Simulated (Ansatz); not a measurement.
# Cl$_{3}$H$_{5}$N$_{2}$Zr: what the fields show

```yaml
atoms:
  - { symbol: Zr, position_ang: [0.0565, 0.0179, 0.0745] }
  - { symbol: Cl, position_ang: [-0.5693, -0.3520, 2.3665] }
  - { symbol: Cl, position_ang: [2.2491, -0.4515, -0.7899] }
  - { symbol: Cl, position_ang: [-1.0088, 1.7622, -1.1868] }
  - { symbol: N, position_ang: [-0.9366, -1.6256, -0.5882] }
  - { symbol: H, position_ang: [-1.5298, -2.2594, -0.0389] }
  - { symbol: H, position_ang: [-0.9246, -1.9637, -1.5605] }
  - { symbol: N, position_ang: [1.2675, 1.9695, 1.1580] }
  - { symbol: H, position_ang: [2.0629, 2.2874, 0.5849] }
  - { symbol: H, position_ang: [0.6542, 2.7888, 1.2800] }
  - { symbol: H, position_ang: [1.6475, 1.7528, 2.0909] }
```

Core potentials replace the inner electrons of Zr.

Method: RKS revPBE/def2-SVP (Ansatz).

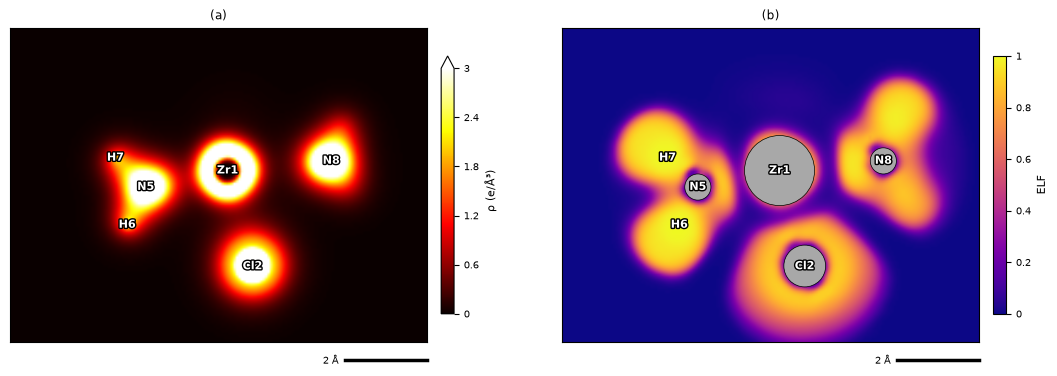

Figure 1. (a) electron density; (b) ELF on the plane of atoms Cl2, Zr1 and N8. Grey discs cover the atomic cores in the ELF map.

Interpret the plot.

Answer. Atoms in the plane: Zr, Cl, N and H.
Zr–N (2.03 Å): ρ is about 0.85 e/Å³ halfway; the ELF peaks at about 0.90 in the valence shell of N, 0.6 Å from its nucleus, and drops to about 0.30 between the two atoms.
Zr–Cl (2.40 Å): the density is about 0.51 e/Å³ at the midpoint; the ELF peaks at about 0.85 in the valence shell of Cl, 0.8 Å from its nucleus, and is about 0.35 at the midpoint.
N–H (1.03 Å): ρ is about 2.7 e/Å³ halfway; the ELF climbs to about 1 towards the hydrogen, as it does in any bond to H: a covalent bond by its length.

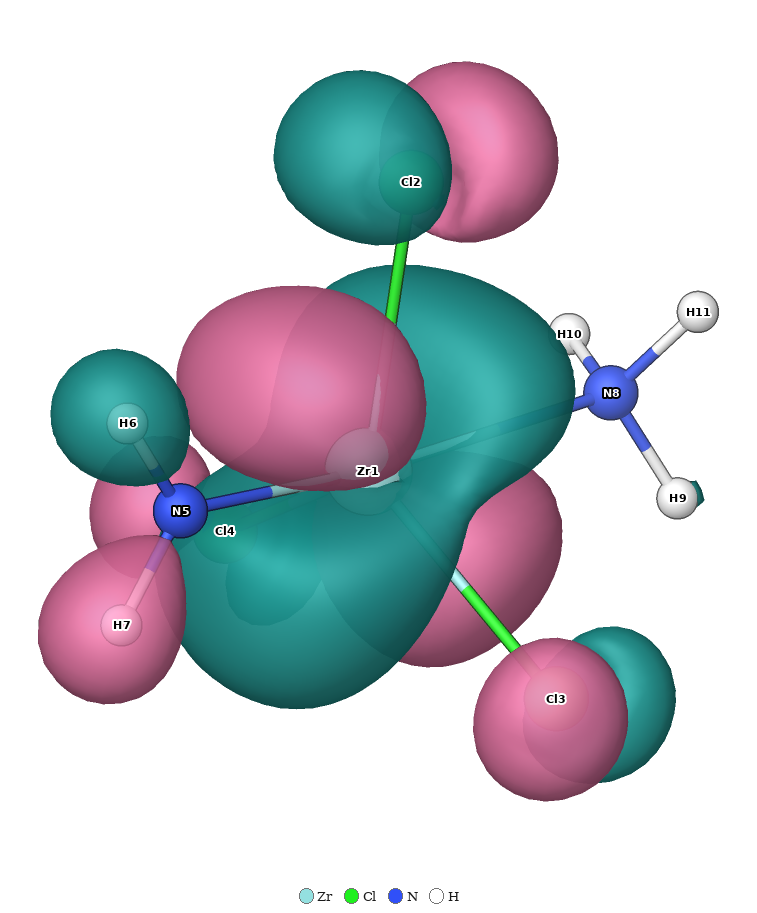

Figure 2. The LUMO at ±0.08 Å⁻³ᐟ² (teal and pink are the two phases), seen at an oblique angle.

Where does this orbital lie, and at what energy?

Answer. It lies mainly on Zr1 (about 70 %) and Cl2 (about 10 %). Its energy is −2.47 eV.

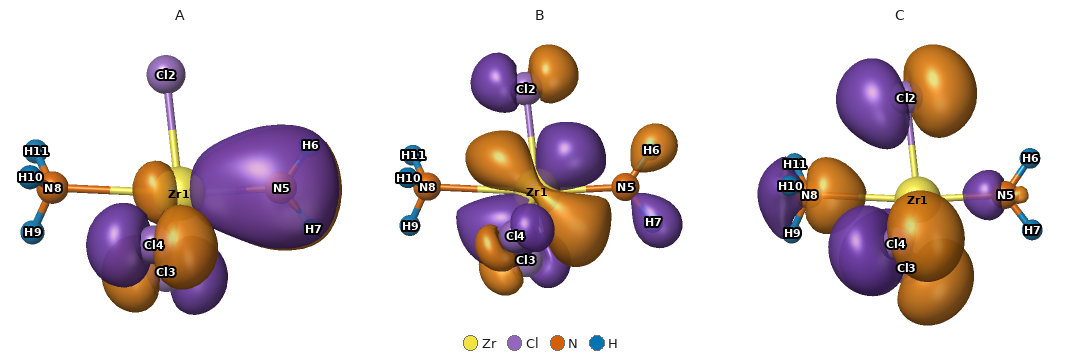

Figure 3. Three frontier orbitals at ±0.08 Å⁻³ᐟ² (orange and purple are the two phases), in no order.

Which picture is the HOMO−1, the HOMO and the LUMO?

Answer. C is the HOMO−1 (−7.21 eV). By Hirshfeld shares it lies mainly on Cl2 (about 25 %), Cl4 (about 25 %), Cl3 (about 25 %) and N8 (about 10 %); largely a combination of lone pairs on Cl2, Cl4, Cl3 and N8. A is the HOMO (−6.02 eV). It lies mainly on N5 (about 60 %), Zr1 (about 15 %), Cl4 (about 10 %) and Cl3 (about 5 %). B is the LUMO (−2.47 eV). It lies mainly on Zr1 (about 70 %) and Cl2 (about 10 %).

What is the HOMO–LUMO gap?

Answer. 3.55 eV between the orbital energies.
